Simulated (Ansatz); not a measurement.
# COF2 (carbonyl fluoride) at HF/STO-3G

What is the electronic atomisation energy of COF2 (carbonyl fluoride) at HF/STO-3G? 

The results are computed with Ansatz 0.2.0.

55 further runs of the same task are left out: 55 set aside as unsound or not needed.

## Step 1: The system as given

COF2 has 4 atoms, charge 0, and is taken as a singlet. SMILES: `O=C(F)F`. The coordinates come from a PBE0-D4/def2-TZVP relaxation.

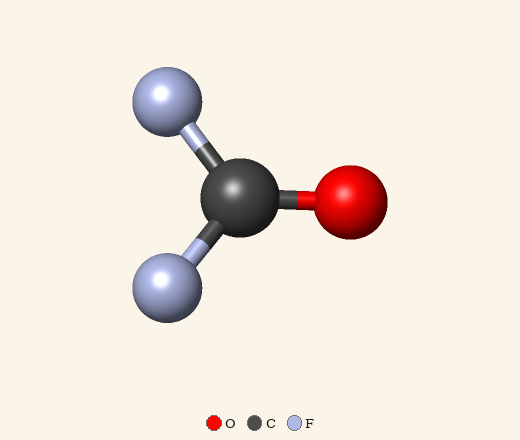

Viewed from a chosen angle; oxygen red, carbon dark grey, fluorine light blue.

## Step 2: A single-point energy at HF/STO-3G

The input, input.yaml:

```yaml
crystal:
  periodic: [false, false, false]
  atoms:
    - {symbol: O, position_ang: [-1.242660, -0.157400, 0.153910]}
    - {symbol: C, position_ang: [-0.091830, -0.011630, 0.011370]}
    - {symbol: F, position_ang: [0.845490, -0.826670, 0.424670]}
    - {symbol: F, position_ang: [0.488990, 0.995700, -0.589960]}
basis:
  gaussian: {orbitals: STO-3G}
hamiltonian: {xc: hf}
accuracy: high
output: {orbitals: {seedname: orbitals}}
```

Command:

```
ansatz run input.yaml --threads 1 --pin off --max-ram 3480MiB --events-out events.jsonl --progress --plain --runs-dir runs
```

The log of the run:

```text
Warning: RAYON_NUM_THREADS=1 ignored (pool sized by the plan → 1); use --threads N
Functional definition: HF
  name "HF"
  exchange = exact_x
  correlation = 0
368 factors; integrals over basis functions are off by at most 5.4e-8 eV
mean field evaluation 1: about -8356.3217 eV, gradient 4.3e1 eV
mean field evaluation 2: about -8356.4427 eV, gradient 4.3e1 eV
mean field evaluation 4: about -8362.0017 eV, gradient 3.0e0 eV
mean field evaluation 8: about -8362.0635 eV, gradient 1.0e-1 eV
mean field -8362.06348679 eV, -307.3001651293 hartree, gradient 9.6e-9 eV, S^2 0.000000; 0 other end points of the search recorded, 0 dependent functions left out
reference -8362.06348679 eV, -307.3001651293 hartree; 16, 16 occupied and 4, 4 virtual orbitals, 368 factors
Total energy: -8362.06348679 eV, -307.3001651293 hartree
```

Wall time 0.12 s (1 thread of Arm Neoverse V1, shared host).

## Step 3: The C atom at the same level

The input, in.yaml:

```yaml
crystal:
  periodic: [false, false, false]
  atoms:
    - {symbol: C, position_ang: [0.000000, 0.000000, 0.000000]}
basis:
  gaussian: {orbitals: STO-3G}
magnetization: {spin_polarized: true, initial_magnetization: 2}
hamiltonian: {xc: hf}
accuracy: high
```

Run the same way, it converges to -37.19839 Eh (log not shown).

## Step 4: The F atom at the same level

The input, run.yaml:

```yaml
crystal:
  periodic: [false, false, false]
  atoms:
    - {symbol: F, position_ang: [0.000000, 0.000000, 0.000000]}
basis:
  gaussian:
    orbitals: STO-3G
magnetization:
  spin_polarized: true
  initial_magnetization: 1
hamiltonian:
  xc: hf
accuracy: high
```

Run the same way, it converges to -97.98651 Eh (log not shown).

## Step 5: The O atom

The input, run.yaml:

```yaml
crystal:
  periodic: [false, false, false]
  atoms:
    - {symbol: O, position_ang: [0.000000, 0.000000, 0.000000]}
basis:
  gaussian: {orbitals: STO-3G}
magnetization: {spin_polarized: true, initial_magnetization: 2}
hamiltonian: {xc: hf}
accuracy: high
```

Run the same way, it converges to -73.80415 Eh (log not shown).

## Step 6: Summary of results

Level: HF/STO-3G.

```
                     quantity          value
       molecule: total energy  -307.30017 Eh
        molecule: HOMO energy      -11.32 eV
        molecule: LUMO energy        7.98 eV
      molecule: HOMO–LUMO gap       19.30 eV
         C atom: total energy   -37.19839 Eh
                 C atom: ⟨S²⟩          2.000
         F atom: total energy   -97.98651 Eh
                 F atom: ⟨S²⟩          0.750
         O atom: total energy   -73.80415 Eh
                 O atom: ⟨S²⟩          2.000
electronic atomisation energy       8.833 eV
```

What this shows: Taking the molecule apart into free atoms costs 8.83 eV (852 kJ/mol), before zero-point energy and without spin-orbit coupling. Hartree–Fock lacks the correlation of the bonding pairs, which as a rule makes this value much too low; in minimal bases other errors can mask that. In a minimal basis such a difference can be off by several eV, whatever the method.
